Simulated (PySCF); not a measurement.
# One shape, several levels: O2 (oxygen)

We compute a comparison of 4 runs (UHF/STO-3G, UB3LYP/6-31G*, U-wB97X/aug-cc-pVTZ, UB2PLYP/aug-cc-pVTZ) of O2 (oxygen). 

The results are computed with PySCF 2.14.0.

1 further run of the same task is left out (set aside as unsound or not needed).

### 1 Starting point

The species is O2 (2 atoms), meant as a triplet with charge 0. SMILES: `O=O`. The coordinates come from a GFN2-xTB relaxation.

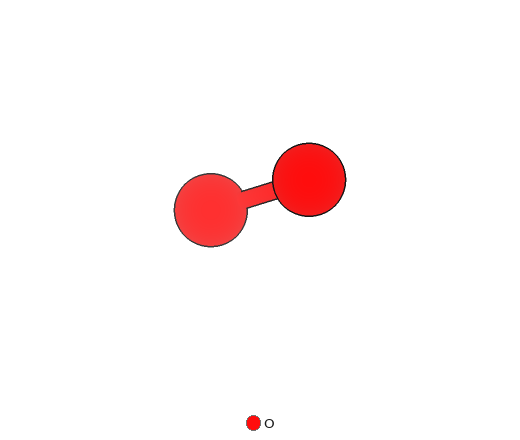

The structure, seen from a chosen angle (oxygen red).

### 2 The energy at UHF/STO-3G (run 1)

Input file job.py:

```python
from pyscf import gto

mol = gto.Mole()
mol.atom = '''
O      0.976856    -0.316038     0.503140
O     -0.976856     0.316038    -0.503140
'''
mol.unit = 'bohr'
mol.charge = 0
mol.basis = 'sto-3g'
mol.verbose = 4
mol.spin = 2
mol.max_memory = 1860
mol.build()

calc0 = mol.UHF()
calc0.conv_tol = 1e-10
calc0.kernel()
if not calc0.converged:
    calc0 = calc0.newton().run(calc0.mo_coeff, calc0.mo_occ)

energy = calc0.e_tot
print(f'total energy: {energy:.8f} hartree')
```

On the command line:

```console
$ OMP_NUM_THREADS=1 python job.py
```

What it wrote:

```text
PySCF version 2.14.0

[INPUT] num. atoms = 2
[INPUT] num. electrons = 16
[INPUT] charge = 0
[INPUT] spin (= nelec alpha-beta = 2S) = 2
[INPUT] symmetry False subgroup None
[INPUT] Mole.unit = bohr
[INPUT] Symbol           X                Y                Z      unit          X                Y                Z       unit  Magmom
[INPUT]  1 O      0.516929933550  -0.167240107385   0.266250221902 AA    0.976856000000  -0.316038000000   0.503140000000 Bohr   0.0
[INPUT]  2 O     -0.516929933550   0.167240107385  -0.266250221902 AA   -0.976856000000   0.316038000000  -0.503140000000 Bohr   0.0

nuclear repulsion = 27.9876272692087
number of shells = 6
number of NR pGTOs = 30
number of NR cGTOs = 10
basis = sto-3g
ecp = {}

******** <class 'pyscf.scf.uhf.UHF'> ********
method = UHF
initial guess = minao
damping factor = 0
level_shift factor = 0
DIIS = <class 'pyscf.scf.diis.CDIIS'>
diis_start_cycle = 1
diis_space = 8
diis_damp = 0
SCF conv_tol = 1e-10
SCF conv_tol_grad = None
SCF max_cycles = 50
direct_scf = True
direct_scf_tol = 1e-13
number electrons alpha = 9  beta = 7
Set gradient conv threshold to 1e-05
init E= -147.587510200592
[... the frontier-level lines of each cycle are left out ...]


cycle= 1 E= -147.629202159517  delta_E= -0.0417  |g|= 0.0911  |ddm|= 1.67
cycle= 2 E= -147.633628843006  delta_E= -0.00443  |g|= 0.0224  |ddm|= 0.117
cycle= 3 E= -147.634031259926  delta_E= -0.000402  |g|= 0.00465  |ddm|= 0.0415
cycle= 4 E= -147.634050745412  delta_E= -1.95e-05  |g|= 0.000797  |ddm|= 0.0102
cycle= 5 E= -147.634051340059  delta_E= -5.95e-07  |g|= 5.06e-07  |ddm|= 0.00202
cycle= 6 E= -147.634051340059  delta_E= -2.84e-14  |g|= 4.92e-09  |ddm|= 1.03e-06
Extra cycle  E= -147.634051340059  delta_E= -1.42e-13  |g|= 2.84e-10  |ddm|= 1.23e-09
converged SCF energy = -147.634051340059  <S^2> = 2.003411  2S+1 = 3.0022732
total energy: -147.63405134 hartree
```

Run time: 0.93 s. Hardware: 1 thread of AMD EPYC 7B13 (Zen 3), shared host; peak memory 0.11 GiB.

### 3 A single-point energy at UB3LYP/6-31G(d) (spherical functions) (run 2)

Input file geometry.xyz:

```xyz
2

O      0.516930    -0.167240     0.266250
O     -0.516930     0.167240    -0.266250
```

Input file calc.py:

```python
from pyscf import gto, dft

system = gto.Mole()
system.atom = 'geometry.xyz'
system.max_memory = 1860
system.charge = 0
system.basis = '6-31g*'
system.spin = 2
system.verbose = 4
system.build()

mf = dft.UKS(system)
mf.xc = 'b3lyp'
mf.grids.level = 5
mf.conv_tol = 1e-10
mf.kernel()
if not mf.converged:
    mf = mf.newton().run(mf.mo_coeff, mf.mo_occ)

e_tot = mf.e_tot
print('E(%s) = %.9f' % ('B3LYP', e_tot))
```

On the command line:

```console
$ OMP_NUM_THREADS=1 python calc.py
```

What it wrote:

```text
PySCF version 2.14.0

[INPUT] num. atoms = 2
[INPUT] num. electrons = 16
[INPUT] charge = 0
[INPUT] spin (= nelec alpha-beta = 2S) = 2
[INPUT] symmetry False subgroup None
[INPUT] Mole.unit = angstrom
[INPUT] Symbol           X                Y                Z      unit          X                Y                Z       unit  Magmom
[INPUT]  1 O      0.516930000000  -0.167240000000   0.266250000000 AA    0.976856125571  -0.316037797072   0.503139580665 Bohr   0.0
[INPUT]  2 O     -0.516930000000   0.167240000000  -0.266250000000 AA   -0.976856125571   0.316037797072  -0.503139580665 Bohr   0.0

nuclear repulsion = 27.9876305330589
number of shells = 12
number of NR pGTOs = 54
number of NR cGTOs = 28
basis = 6-31g*
ecp = {}

******** <class 'pyscf.dft.uks.UKS'> ********
method = UKS
initial guess = minao
damping factor = 0
level_shift factor = 0
DIIS = <class 'pyscf.scf.diis.CDIIS'>
diis_start_cycle = 1
diis_space = 8
diis_damp = 0
SCF conv_tol = 1e-10
SCF conv_tol_grad = None
SCF max_cycles = 50
direct_scf = True
direct_scf_tol = 1e-13
number electrons alpha = 9  beta = 7
XC library pyscf.dft.libxc version 7.0.0
    S. Lehtola, C. Steigemann, M. J.T. Oliveira, and M. A.L. Marques.,  SoftwareX 7, 1–5 (2018)
XC functionals = b3lyp
    P. J. Stephens, F. J. Devlin, C. F. Chabalowski, and M. J. Frisch.,  J. Phys. Chem. 98, 11623 (1994)
radial grids:
    Treutler-Ahlrichs [JCP 102, 346 (1995); DOI:10.1063/1.469408] (M4) radial grids

becke partition: Becke, JCP 88, 2547 (1988); DOI:10.1063/1.454033
pruning grids: <function nwchem_prune>
grids dens level: 5
symmetrized grids: False
atomic radii adjust function: <function treutler_atomic_radii_adjust>
small_rho_cutoff = 0
Set gradient conv threshold to 1e-05
tot grids = 85960
init E= -150.484868085043
[... the frontier-level lines of each cycle are left out ...]


cycle= 1 E= -150.306138376933  delta_E= 0.179  |g|= 0.153  |ddm|= 1.35
cycle= 2 E= -150.315506166345  delta_E= -0.00937  |g|= 0.052  |ddm|= 0.139
cycle= 3 E= -150.316541932647  delta_E= -0.00104  |g|= 0.00723  |ddm|= 0.0368
cycle= 4 E= -150.316578153913  delta_E= -3.62e-05  |g|= 0.000734  |ddm|= 0.00923
cycle= 5 E= -150.316578349355  delta_E= -1.95e-07  |g|= 0.00042  |ddm|= 0.000851
cycle= 6 E= -150.316578420988  delta_E= -7.16e-08  |g|= 7.4e-06  |ddm|= 0.000342
cycle= 7 E= -150.316578421019  delta_E= -3.17e-11  |g|= 5.02e-07  |ddm|= 8.81e-06
Extra cycle  E= -150.316578421019  delta_E= 2.84e-14  |g|= 1.1e-07  |ddm|= 6.27e-07
converged SCF energy = -150.316578421019  <S^2> = 2.0065284  2S+1 = 3.0043491
E(B3LYP) = -150.316578421
```

Wall time 3 s (1 thread of AMD EPYC 7B13 (Zen 3), shared host); peak memory 0.2 GiB.

### 4 The energy at U-wB97X/aug-cc-pVTZ (run 3)

Input file run.py:

```python
from pyscf import gto, dft

molecule = gto.Mole()
molecule.atom = 'O 0.516930 -0.167240 0.266250; O -0.516930 0.167240 -0.266250'
molecule.charge = 0
molecule.basis = 'aug-cc-pvtz'
molecule.spin = 2
molecule.verbose = 3
molecule.max_memory = 1860
molecule.build()

myscf = dft.UKS(molecule, xc='wb97x')
myscf.grids.level = 5
myscf.conv_tol = 1e-10
myscf.kernel()
if not myscf.converged:
    myscf = myscf.newton().run(myscf.mo_coeff, myscf.mo_occ)

energy = myscf.e_tot
print('E(%s) = %.9f' % ('WB97X', energy))
```

On the command line:

```console
$ OMP_NUM_THREADS=1 python run.py
```

What it wrote:

```text
WARN: HOMO -0.244439229355676 >= LUMO -0.244439264867719

converged SCF energy = -150.346389382007  <S^2> = 2.0100023  2S+1 = 3.0066608
E(WB97X) = -150.346389382
```

Run time: 10 s. Hardware: 1 thread of AMD EPYC 7B13 (Zen 3), shared host; peak memory 0.43 GiB.

### 5 A single-point energy at UB2PLYP/aug-cc-pVTZ (run 4)

Input file input.py:

```python
from pyscf import gto, dft, mp

mol = gto.Mole()
mol.atom = '''
O        0.516930      -0.167240       0.266250
O       -0.516930       0.167240      -0.266250
'''
mol.spin = 2
mol.verbose = 4
mol.max_memory = 1860
mol.charge = 0
mol.basis = 'aug-cc-pvtz'
mol.build()

mf = dft.UKS(mol, xc='0.53*HF + 0.47*B88, 0.73*LYP')
mf.grids.level = 5
mf.conv_tol = 1e-10
mf.kernel()
if not mf.converged:
    mf = mf.newton().run(mf.mo_coeff, mf.mo_occ)

pt = mp.MP2(mf, frozen=2).run()
energy = mf.e_tot + 0.27 * pt.e_corr
print('PT2 part  %.8f' % (0.27 * pt.e_corr))
print('E(%s) = %.9f' % ('B2PLYP', energy))
```

On the command line:

```console
$ OMP_NUM_THREADS=1 python input.py
```

What it wrote:

```text
PySCF version 2.14.0

[INPUT] num. atoms = 2
[INPUT] num. electrons = 16
[INPUT] charge = 0
[INPUT] spin (= nelec alpha-beta = 2S) = 2
[INPUT] symmetry False subgroup None
[INPUT] Mole.unit = angstrom
[INPUT] Symbol           X                Y                Z      unit          X                Y                Z       unit  Magmom
[INPUT]  1 O      0.516930000000  -0.167240000000   0.266250000000 AA    0.976856125571  -0.316037797072   0.503139580665 Bohr   0.0
[INPUT]  2 O     -0.516930000000   0.167240000000  -0.266250000000 AA   -0.976856125571   0.316037797072  -0.503139580665 Bohr   0.0

nuclear repulsion = 27.9876305330589
number of shells = 26
number of NR pGTOs = 116
number of NR cGTOs = 92
basis = aug-cc-pvtz
ecp = {}

[... 36 lines left out ...]
WARN: HOMO -0.237002867964112 >= LUMO -0.237002870590839
[... 34 lines left out ...]
converged SCF energy = -150.149430469685  <S^2> = 2.0216094  2S+1 = 3.0143719
[... 1 line left out ...]
******** <class 'pyscf.mp.ump2.UMP2'> ********
nocc = (np.int64(7), np.int64(5)), nmo = (90, 90)
frozen orbitals 2
E(UMP2) = -150.695750150997  E_corr = -0.546319681311893
E(SCS-UMP2) = -150.664143093878  E_corr = -0.514712624193376
E_corr(same-spin) = -0.162543453901034
E_corr(oppo-spin) = -0.38377622741086
PT2 part  -0.14750631
E(B2PLYP) = -150.296936784
```

It took 7.5 s on 1 thread of AMD EPYC 7B13 (Zen 3), shared host; peak memory 0.43 GiB.

### 6 The series

| run | level | integration grid | frozen core orbitals | energy (Eh) | dipole moment (D) | HOMO energy (eV) | LUMO energy (eV) | wall time |
| --- | --- | --- | --- | --- | --- | --- | --- | --- |
| 1 | UHF/STO-3G | – | – | -147.634051 | 0.00 | -11.26 | 7.37 | 0.93 s |
| 2 | UB3LYP/6-31G* (spherical functions) | 5 | – | -150.316578 | 0.00 | -8.32 | -3.00 | 3 s |
| 3 | U-wB97X/aug-cc-pVTZ | 5 | – | -150.346389 | 0.00 | -11.55 | -0.52 | 10 s |
| 4 | UB2PLYP/aug-cc-pVTZ | 5 | 2 | -150.296937 | 0.00 | -11.39 | -0.98 | 7.5 s |

### 7 What came out

| quantity | value |
| --- | --- |
| run 4: total energy | -150.29694 Eh |
| run 4: dipole moment (SCF part) | 0.00 D |
| run 4: HOMO energy (SCF part's orbitals) (highest over α and β) | -11.39 eV |
| run 4: LUMO energy (SCF part's orbitals) (lowest over α and β) | -0.98 eV |
| run 4: ⟨S²⟩ | 2.022 |

Totals of different functionals can't be ranked against each other. In run 1 the basis is minimal, so the values are rough. All runs together took 22 s, the longest 10 s.
